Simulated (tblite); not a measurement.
## Geometry relaxation, with input and output: C5H12SSi2 (part 3 of 3)

Continued. System: C5H12SSi2. Method: GFN2-xTB geometry optimisation, gas phase (tblite 0.8.0). It belongs to a series of runs on one base structure; here: ring closed by a new C-C bond.

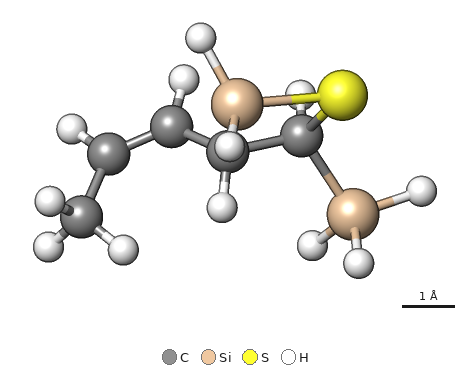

The geometry at step 171 of the log (ball-and-stick view, seen at a tilt).

Trajectory as extended XYZ, continued
```
20
Properties=species:S:1:pos:R:3:forces:R:3 step=146 energy=-639.74720
C     2.0672    1.6712    0.7597    0.0040  -0.0120  -0.0030
C     2.0276    0.7490   -0.4149    0.0060  -0.0020   0.0010
C     1.1183   -0.1811   -0.6778    0.0000  -0.0010  -0.0040
C    -0.0688   -0.5384    0.1349    0.0000   0.0080  -0.0020
Si   -0.1296   -2.3068    0.8700   -0.0020  -0.0090  -0.0100
S    -2.0538   -2.2846   -0.0775    0.0090   0.0020  -0.0040
C    -1.3593   -0.6743   -0.6958   -0.0080   0.0030   0.0010
Si   -2.5992    0.7526   -0.4943   -0.0060   0.0140   0.0130
H     1.1135    1.7194    1.2784    0.0000  -0.0030  -0.0090
H     2.3369    2.6743    0.4318   -0.0010  -0.0060   0.0120
H     2.8260    1.3389    1.4698    0.0030   0.0070  -0.0010
H     2.8551    0.8676   -1.1033   -0.0010   0.0050   0.0010
H     1.2333   -0.7710   -1.5800    0.0050  -0.0070  -0.0010
H    -0.2160    0.1969    0.9293   -0.0140   0.0070   0.0000
H     0.7806   -3.2766    0.2741    0.0040   0.0090   0.0010
H    -0.1870   -2.3858    2.3221   -0.0050   0.0000   0.0030
H    -1.1244   -0.8391   -1.7485    0.0120  -0.0100   0.0000
H    -1.8545    1.9834   -0.7752   -0.0060  -0.0060  -0.0030
H    -3.7070    0.5683   -1.4253   -0.0040  -0.0110   0.0010
H    -3.0642    0.7470    0.8923    0.0060   0.0110   0.0040
20
Properties=species:S:1:pos:R:3:forces:R:3 step=154 energy=-639.74797
C     2.0859    1.6509    0.7736    0.0060  -0.0080  -0.0060
C     2.0302    0.7539   -0.4196   -0.0020  -0.0090  -0.0030
C     1.1125   -0.1662   -0.6901   -0.0070   0.0020   0.0070
C    -0.0719   -0.5251    0.1278    0.0020  -0.0020  -0.0040
Si   -0.1208   -2.2884    0.8771   -0.0090  -0.0050  -0.0080
S    -2.0454   -2.2874   -0.0693    0.0010   0.0000   0.0020
C    -1.3645   -0.6756   -0.6975    0.0130   0.0110   0.0050
Si   -2.6163    0.7425   -0.5007   -0.0040  -0.0020   0.0050
H     1.1314    1.7033    1.2897   -0.0050   0.0060   0.0110
H     2.3751    2.6560    0.4711   -0.0070   0.0030  -0.0080
H     2.8373    1.2909    1.4778   -0.0030  -0.0090   0.0040
H     2.8507    0.8816   -1.1143    0.0100  -0.0050   0.0030
H     1.2200   -0.7458   -1.6008   -0.0170   0.0130   0.0210
H    -0.2244    0.2144    0.9180    0.0040   0.0020  -0.0140
H     0.7917   -3.2576    0.2847    0.0120   0.0070   0.0090
H    -0.1830   -2.3554    2.3300    0.0050  -0.0030  -0.0050
H    -1.1299   -0.8461   -1.7496   -0.0020   0.0020   0.0010
H    -1.8846    1.9765   -0.7975    0.0010   0.0070  -0.0140
H    -3.7213    0.5280   -1.4285   -0.0120   0.0010   0.0080
H    -3.0776    0.7604    0.8877    0.0130  -0.0110  -0.0110
20
Properties=species:S:1:pos:R:3:forces:R:3 step=163 energy=-639.75031
C     2.1611    1.5570    0.8342    0.0020  -0.0170   0.0060
C     2.0387    0.7626   -0.4260   -0.0270  -0.0120   0.0050
C     1.0745   -0.0974   -0.7336    0.0310   0.0240  -0.0160
C    -0.0973   -0.4657    0.0952    0.0250   0.0190   0.0080
Si   -0.0782   -2.2047    0.9012   -0.0090   0.0170  -0.0100
S    -2.0138   -2.2878   -0.0160   -0.0200  -0.0210  -0.0280
C    -1.3911   -0.6801   -0.7108    0.0290   0.0250   0.0280
Si   -2.6844    0.7046   -0.5477   -0.0220  -0.0150   0.0040
H     1.2119    1.6426    1.3554   -0.0310   0.0000   0.0070
H     2.5301    2.5590    0.6201    0.0060  -0.0260  -0.0280
H     2.8726    1.0777    1.5090    0.0060   0.0080  -0.0110
H     2.8463    0.9077   -1.1321    0.0060  -0.0080   0.0080
H     1.1316   -0.6231   -1.6797    0.0190   0.0230  -0.0130
H    -0.2626    0.2936    0.8629   -0.0190   0.0070   0.0220
H     0.8701   -3.1569    0.3383   -0.0020   0.0020  -0.0040
H    -0.1231   -2.2215    2.3546    0.0040  -0.0090   0.0320
H    -1.1641   -0.8773   -1.7598    0.0020  -0.0160   0.0030
H    -2.0108    1.9536   -0.9110    0.0040  -0.0070  -0.0310
H    -3.8024    0.3948   -1.4325   -0.0070   0.0220   0.0010
H    -3.1143    0.7717    0.8480    0.0040  -0.0150   0.0170
20
Properties=species:S:1:pos:R:3:forces:R:3 step=171 energy=-639.75389
C     2.2397    1.4375    0.8886    0.0110  -0.0040  -0.0070
C     2.0642    0.7476   -0.4254   -0.0210  -0.0080   0.0030
C     1.0437   -0.0240   -0.7805    0.0520   0.0170   0.0090
C    -0.1247   -0.3820    0.0596   -0.0160   0.0040  -0.0210
Si   -0.0436   -2.0868    0.9319   -0.0020  -0.0150  -0.0030
S    -1.9464   -2.3030   -0.0331    0.0020  -0.0070   0.0070
C    -1.4096   -0.6679   -0.7366   -0.0110   0.0310   0.0060
Si   -2.7747    0.6493   -0.5737   -0.0050  -0.0330  -0.0160
H     1.2943    1.5619    1.4113    0.0130   0.0020  -0.0040
H     2.6903    2.4177    0.7398   -0.0060  -0.0140   0.0100
H     2.9066    0.8579    1.5298   -0.0130   0.0120  -0.0110
H     2.8747    0.8945   -1.1268    0.0020   0.0020  -0.0110
H     1.0591   -0.4840   -1.7627   -0.0090   0.0190   0.0420
H    -0.3116    0.4031    0.7970    0.0050   0.0090  -0.0100
H     0.9786   -2.9943    0.4269   -0.0140  -0.0100  -0.0060
H    -0.1212   -2.0714    2.3860   -0.0100   0.0110  -0.0060
H    -1.1801   -0.8600   -1.7860   -0.0040  -0.0060   0.0000
H    -2.1903    1.9124   -1.0336   -0.0030  -0.0170  -0.0110
H    -3.9217    0.2461   -1.3832    0.0280   0.0150   0.0200
H    -3.1324    0.7560    0.8404   -0.0010  -0.0090   0.0100
20
Properties=species:S:1:pos:R:3:forces:R:3 step=179 energy=-639.75485
C     2.2653    1.4083    0.9042    0.0020  -0.0080  -0.0040
C     2.0744    0.7501   -0.4233   -0.0100   0.0050  -0.0040
C     1.0419   -0.0005   -0.7864   -0.0070   0.0000   0.0070
C    -0.1282   -0.3602    0.0520   -0.0010  -0.0040   0.0040
Si   -0.0385   -2.0604    0.9362   -0.0020   0.0110  -0.0070
S    -1.9348   -2.2986   -0.0345    0.0030   0.0010  -0.0020
C    -1.4106   -0.6603   -0.7428    0.0040   0.0000  -0.0020
Si   -2.7979    0.6313   -0.5808   -0.0020  -0.0050  -0.0060
H     1.3219    1.5409    1.4281    0.0060   0.0070   0.0040
H     2.7372    2.3812    0.7779   -0.0020  -0.0050   0.0040
H     2.9174    0.8003    1.5333    0.0010   0.0030   0.0010
H     2.8805    0.9017   -1.1289    0.0040   0.0030   0.0000
H     1.0428   -0.4391   -1.7769    0.0060  -0.0010  -0.0040
H    -0.3195    0.4306    0.7827   -0.0010  -0.0040  -0.0040
H     0.9873   -2.9689    0.4404   -0.0100  -0.0010   0.0030
H    -0.1294   -2.0308    2.3894    0.0020   0.0050  -0.0040
H    -1.1810   -0.8543   -1.7919   -0.0010  -0.0010   0.0020
H    -2.2586    1.8936   -1.0934    0.0080  -0.0060   0.0070
H    -3.9510    0.1853   -1.3554   -0.0010  -0.0010   0.0100
H    -3.1244    0.7604    0.8397    0.0010  -0.0010  -0.0050
20
Properties=species:S:1:pos:R:3:forces:R:3 step=187 energy=-639.75512
C     2.2721    1.3904    0.9136    0.0010   0.0000   0.0010
C     2.0748    0.7521   -0.4228    0.0020   0.0090   0.0040
C     1.0379    0.0114   -0.7938    0.0010   0.0080   0.0000
C    -0.1318   -0.3512    0.0432    0.0050  -0.0060   0.0030
Si   -0.0353   -2.0442    0.9389   -0.0010  -0.0010   0.0040
S    -1.9268   -2.3005   -0.0354   -0.0030   0.0000   0.0010
C    -1.4121   -0.6624   -0.7502   -0.0010   0.0020   0.0000
Si   -2.8039    0.6234   -0.5856   -0.0030   0.0010  -0.0080
H     1.3303    1.5262    1.4397    0.0050   0.0010   0.0000
H     2.7540    2.3600    0.8012   -0.0030  -0.0040  -0.0010
H     2.9182    0.7681    1.5351   -0.0030  -0.0020  -0.0020
H     2.8809    0.9094   -1.1273    0.0000   0.0000   0.0000
H     1.0356   -0.4136   -1.7900    0.0010  -0.0060  -0.0060
H    -0.3278    0.4422    0.7698   -0.0010  -0.0010  -0.0020
H     0.9911   -2.9574    0.4545   -0.0010   0.0010   0.0000
H    -0.1270   -1.9984    2.3917   -0.0010   0.0010  -0.0010
H    -1.1830   -0.8588   -1.7989    0.0000   0.0010   0.0010
H    -2.2726    1.8812   -1.1167    0.0020  -0.0020   0.0010
H    -3.9685    0.1648   -1.3345    0.0020   0.0000   0.0000
H    -3.1112    0.7679    0.8372   -0.0010  -0.0020   0.0060
```

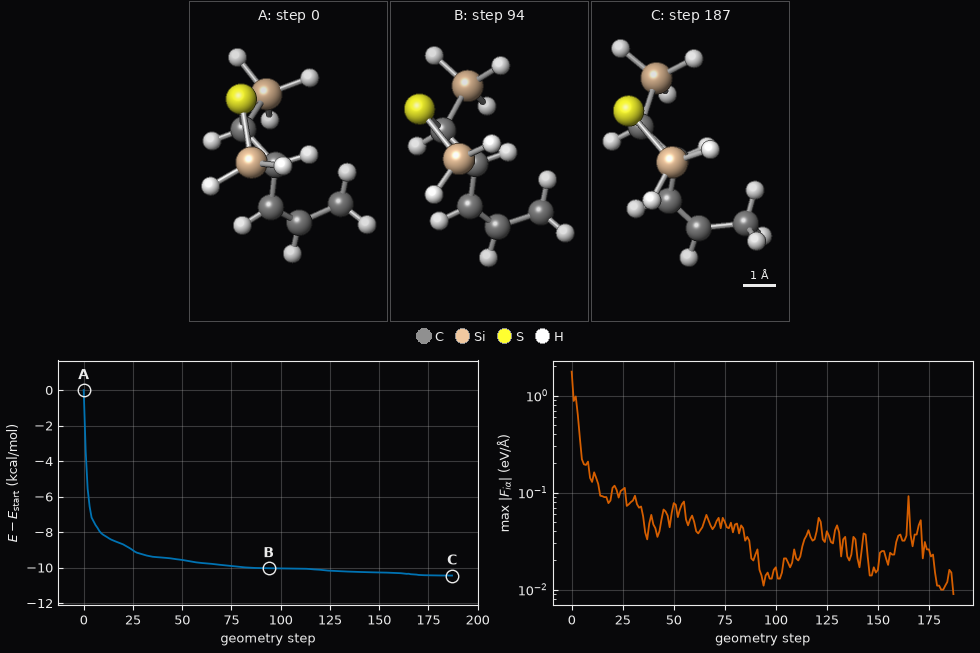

Frames of the relaxation (ball-and-stick view, seen at a tilt) above the curves, on which the letters mark them (steps are counted from 0).

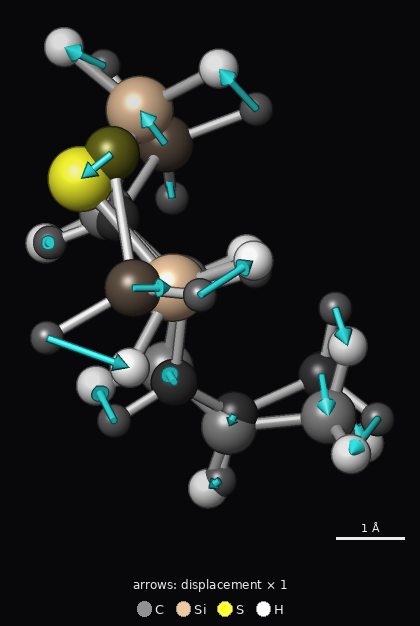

Start (faint) and end (solid) with the displacements as teal arrows, at true length (ball-and-stick view, seen at a tilt). The two geometries are laid on each other by the best rigid fit. The largest move after the best rigid fit is that of H10, 1.52 Å. Largest moves by element: H 1.52 Å, C 0.85 Å, Si 0.68 Å, S 0.59 Å. Distances before and after: C7–Si8 1.963 → 1.902 Å, C4–C7 1.579 → 1.538 Å, Si5–H16 1.487 → 1.456 Å, C4–Si5 1.947 → 1.918 Å. Among the angles that change: S6–C7–H17 112.1° → 105.6°, C7–C4–H14 115.6° → 109.9°, C4–C7–S6 96.6° → 102.1°. The energy falls by 10.4 kcal/mol in 187 geometry steps. The largest force component goes from 1.8 to 0.009 eV/Å. (Atoms are counted from 1 in the order of the input.)

The run was set up as follows.

Input file
```
{"job": {"kind": "relax", "xc": "GFN2-xTB", "basis": "xTB"}, "charge": 0, "multiplicity": 1}
C      1.649500     1.887200     0.656100
C      1.937300     0.757600    -0.276700
C      1.280600    -0.400000    -0.437300
C      0.027700    -0.733400     0.299500
Si    -0.188400    -2.635700     0.656000
S     -2.206800    -2.036700     0.424300
C     -1.287600    -0.736300    -0.574700
Si    -2.220800     0.990700    -0.553800
H      0.732500     1.751700     1.240000
H      1.528300     2.811700     0.082700
H      2.467700     2.022400     1.356200
H      2.829800     0.901100    -0.875500
H      1.638800    -1.097900    -1.176300
H     -0.051600    -0.235000     1.274500
H      0.249000    -3.486500    -0.476700
H      0.147000    -3.057600     2.041700
H     -1.154600    -1.037600    -1.616400
H     -1.423100     1.995200    -1.287300
H     -3.546700     0.878400    -1.228400
H     -2.413700     1.471300     0.841500
```

The first line tells a small driver script what to run in tblite; the rest is the geometry in Å.

Launch command:
```bash
OMP_NUM_THREADS=1 python <driver script> task.json out
```

Key numbers

| quantity | value |
| --- | --- |
| outcome | converged |
| total energy | −639.7551 eV |
| hardware | 1 CPU thread, shared host |
| wall time | 6.3 s |
| peak memory | 0.18 GiB |
